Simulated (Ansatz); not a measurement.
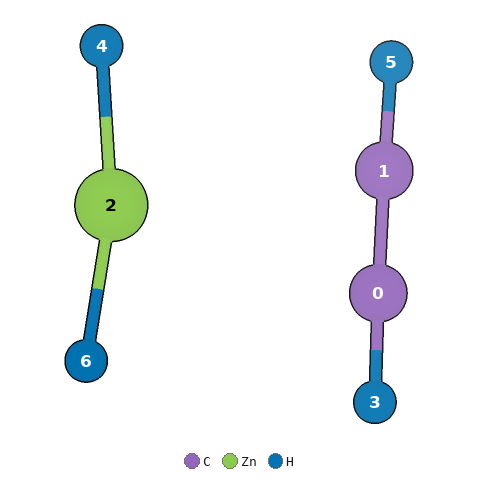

Starting geometry of the run. Atoms are numbered from 0, in the order of the input.

Input file:

```yaml
crystal:
  periodic: [false, false, false]
  atoms:
    - {symbol: C, position_ang: [-0.400005, 0.185013, -0.640581]}
    - {symbol: C, position_ang: [-0.336472, 0.768032, 0.407985]}
    - {symbol: Zn, position_ang: [1.259740, -1.397947, 0.828512]}
    - {symbol: H, position_ang: [-0.467656, -0.318887, -1.576928]}
    - {symbol: H, position_ang: [1.446194, -0.769857, 2.237196]}
    - {symbol: H, position_ang: [-0.291428, 1.297972, 1.331228]}
    - {symbol: H, position_ang: [1.283874, -2.268405, -0.458097]}
basis:
  gaussian: {orbitals: def2-TZVPP}
correlation: {method: ccsd_t, frozen_orbitals: {C: 1, H: 0, Zn: 9}}
```

Command:

```sh
ansatz run in.yaml --threads 2 --pin off --events-out ev --progress --plain --max-ram 4352MiB
```

Result:

```
Functional definition: HF
  name "HF"
  cite "Fock, Z. Phys. 61, 126 (1930) doi:10.1007/BF01340294"
  parent pbe
  exchange = exact_x
  correlation = 0
1132 factors; integrals over basis functions are off by at most 1.1e-3 eV
mean field evaluation 1: about -50496.2406 eV, gradient 2.5e1 eV
mean field evaluation 2: about -50496.6074 eV, gradient 2.5e1 eV
mean field evaluation 4: about -50498.3992 eV, gradient 6.1e0 eV
mean field evaluation 8: about -50498.4375 eV, gradient 2.0e-1 eV
mean field evaluation 16: about -50497.8210 eV, gradient 1.2e1 eV
mean field -50498.43759675 eV, -1855.7833526102 hartree, gradient 3.0e-6 eV, S^2 0.000000; 0 other end points of the search recorded, 0 dependent functions left out
11 core orbitals not correlated: weight in the atoms' cores, before any rotation towards them, 1.000 or more for the frozen orbitals, at most 0.000 for the correlated occupied ones
reference -50498.43759675 eV, -1855.7833526102 hartree; 12, 12 occupied and 159, 159 virtual orbitals, 1132 factors
second order -22.86376839 eV of doubles, -0.00000000 eV of singles
cycle   1  -21.31115321 eV  change     1.6e0 eV  update   1.3e-1
cycle   2  -22.05536978 eV  change   -7.4e-1 eV  update   5.1e-2
cycle   3  -22.22235189 eV  change   -1.7e-1 eV  update   2.2e-2
cycle   4  -22.20110421 eV  change    2.1e-2 eV  update   7.0e-3
cycle   5  -22.20027812 eV  change    8.3e-4 eV  update   2.6e-3
cycle   6  -22.20287027 eV  change   -2.6e-3 eV  update   8.4e-4
cycle   7  -22.20325026 eV  change   -3.8e-4 eV  update   2.4e-4
cycle   8  -22.20307677 eV  change    1.7e-4 eV  update   8.2e-5
cycle   9  -22.20309004 eV  change   -1.3e-5 eV  update   2.7e-5
perturbative correction -0.84375461 eV, -0.0310074101 hartree
Total energy: -50521.48444141 eV, -1856.6303085296 hartree
```
